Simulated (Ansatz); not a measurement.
The parent structure is Ir in the fcc (Cu type) structure (space group Fm-3m, No. 225; a = 3.8311 Å; relaxed with 0.1 eV smearing). Axes: x, y, z lie along the cube axes.

Structures relaxed with PBEsol (Ansatz, a program for electronic structure, PAW, no spin-orbit coupling).

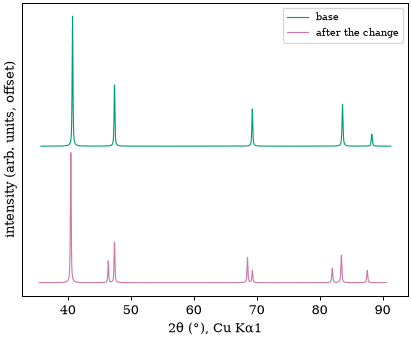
Fig. 1. Simulated powder patterns before (top) and after one change

**Question.** Name the change that was made.
A. uniaxial strain ε_zz = +1.00 %
B. uniaxial strain ε_zz = −2.50 %
C. uniaxial strain ε_zz = −1.50 %
D. uniaxial strain ε_zz = +2.00 %

**Answer.** D, uniaxial strain ε_zz = +2.00 %. Its volume per atom is 14.34 Å³ against 14.06 Å³, and its space group is I4/mmm (No. 139).

Whether these cells are dynamically stable was not tested. The final runs are not spin-polarised.
